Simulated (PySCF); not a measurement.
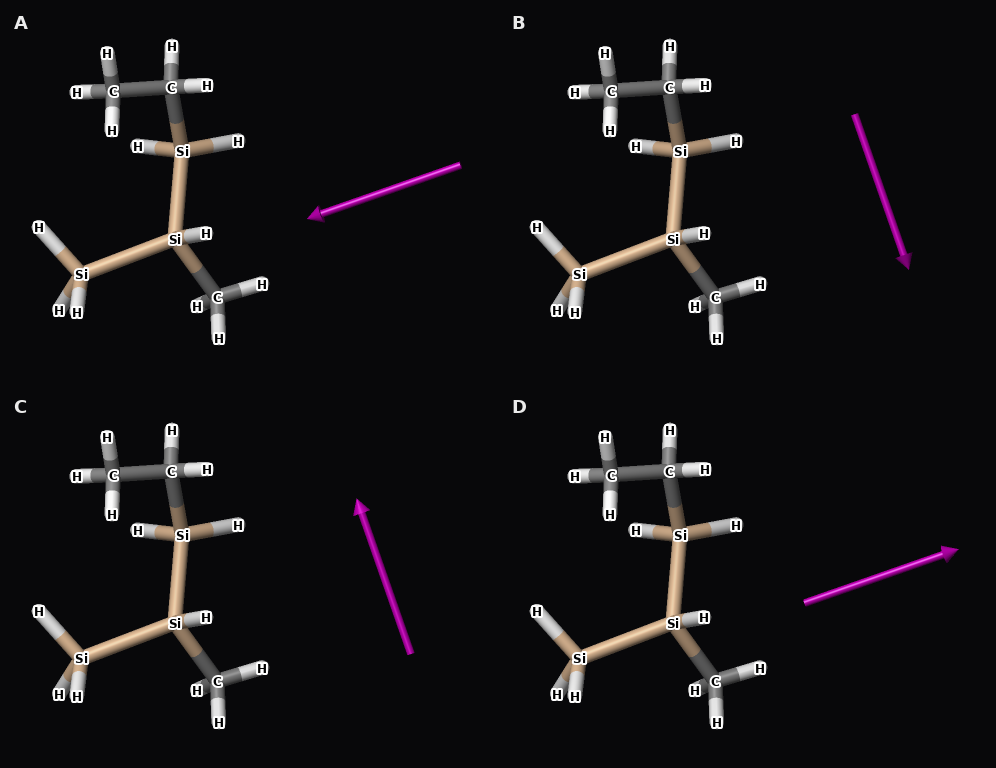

The same molecule four times, each with an arrow. The computed structure is the end point of a GFN2-xTB optimisation. No frequency run is at hand to confirm it as a minimum. Properties computed with CAM-B3LYP/def2-SVPD, gas phase (PySCF 2.14.0).

Question: Which arrow points along the dipole moment, from the negative to the positive end?

Answer: D. The dipole moment is 0.52 D.

The geometry is semi-empirical. Around Si such bond lengths and angles can be off by a tenth of an ångström or more and by several degrees, and values that hang on the shape move with them.
